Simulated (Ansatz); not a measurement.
**Fe$_{2}$NF$_{3}$: density, localisation and related maps**

Input

```
crystal:
  lattice:
    - [4.906731827, 0.0, 0.0]
    - [-2.4533659135, 4.2493544117, 0.0]
    - [0.0, 0.0, 3.1635974972]
  atoms:
    - { symbol: Fe, position: [0.3333333333, 0.6666666667, 0.0], spin: 3.75 }
    - { symbol: Fe, position: [0.6666666667, 0.3333333333, 0.0], spin: -3.75 }
    - { symbol: "N", position: [0.0, 0.0, 0.0] }
    - { symbol: F, position: [0.5000020897, 4.1794e-06, 0.5] }
    - { symbol: F, position: [0.5000020897, 0.4999979103, 0.5] }
    - { symbol: F, position: [0.9999958206, 0.4999979103, 0.5] }
basis:
  ecutwfc: 420
kpoints:
  mp_grid: { grid: [12, 12, 12] }
hamiltonian:
  xc: pbe
scf:
  occupations: { method: gaussian, width: 0.1 }
output:
  forces: true
  stress: true
  eigenvalues: true
  populations: true
  write_density: true
  write_potential: true
  elf: true
  volumetric_format: npy
magnetization:
  spin_polarized: true
relax:
  adjacent_minimum: "off"
  f_tol: 0.01
  max_steps: 80
  cell: { stress_tol: 0.05 }
```

Run with:

```sh
ansatz run input.yaml --threads 1 --pin off --max-ram 2560MiB --backend cpu --events-out ev --progress --plain --runs-dir out
```

Below, planes, directions and counts refer to the cell of the magnetic structure (a = 4.89 Å, b = 4.89 Å, c = 3.17 Å, α = 90.00°, β = 90.00°, γ = 120.00°).

The fields are those of the run's last geometry, not of the input's.

Space group P6/mmm; a structure generated by program, which may or may not match a known phase; the SCF solution may not be the lowest one; the program warned that another magnetic order may lie lower; spin-polarised.

Computed with DFT PBE, scalar-relativistic, plane waves, PAW in Ansatz.

The density is the valence pseudo-density of a PAW calculation; it isn't the true density close to the nuclei.

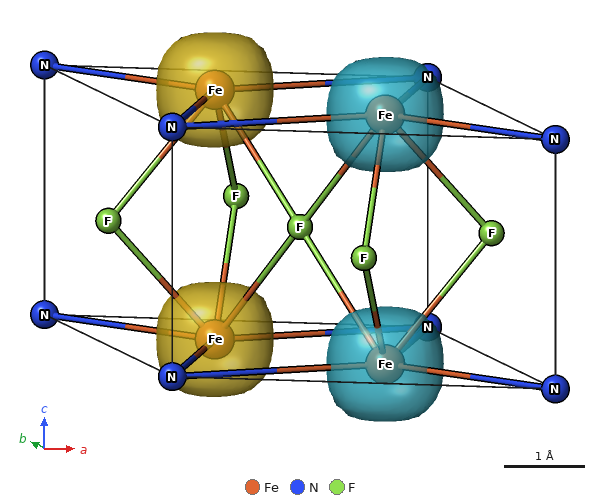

Figure 1. Isosurfaces of the spin density (up minus down) at +0.4 (yellow) and −0.4 e/Å³ (cyan), seen slightly off an axis. Sticks mark near contacts.

Which atoms carry the moments, and with what signs?

Answer. The spin density sits on Fe: +3.4 μB and −3.4 μB in one cell of 6 atoms: antiferromagnetic in this solution, which needn't be the ground state, with every nearest magnetic neighbour opposed. The cell of the calculation (6 atoms) carries 0.0 μB of net spin moment.

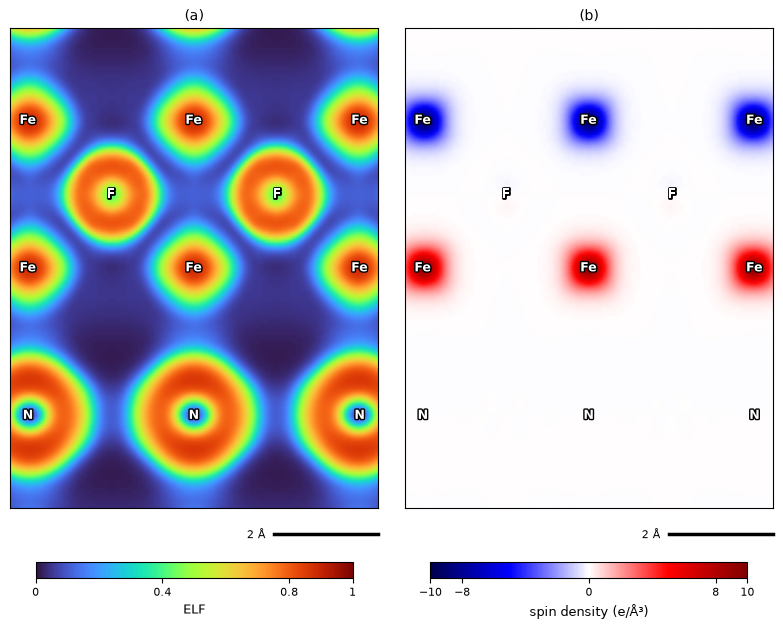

Figure 2. (a) ELF; (b) spin density (up minus down) on the (110) plane of the cell of the magnetic structure.

Interpret the plot.

Answer.
- The plane passes through Fe, N and F nuclei.
- Fe–F (2.12 Å): the ELF peaks at about 0.80 in the valence shell of F, 0.6 Å from its nucleus, and is about 0.10 at the midpoint (no localised pair shows between them).
- Fe–N (2.82 Å): the ELF is about 0.20 at the midpoint (no shared electron pair shows on this line).
- The features right at Fe lie inside the PAW spheres, where the map follows smoothed inner orbitals and isn't to be read closely.

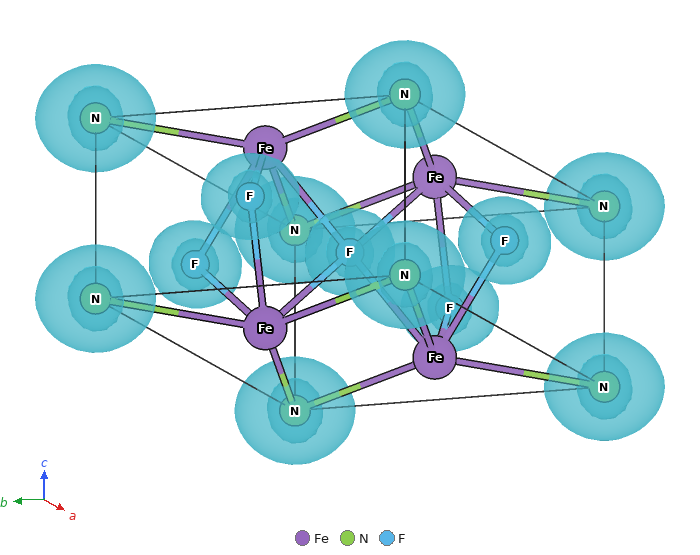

Figure 3. Isosurface of the electron localisation function at 0.75 (cyan), seen at an oblique angle. Only the valence region is drawn (cores and ρ < 0.01 e/Å³ removed). Sticks mark near contacts.

Where are the electrons localised?

Answer. At this value the surface marks out three regions wrapped around F (the valence shell of each) and one region wrapped around N (its valence shell), counted in one cell of 6 atoms. Any copies at cell faces, edges or corners count once.
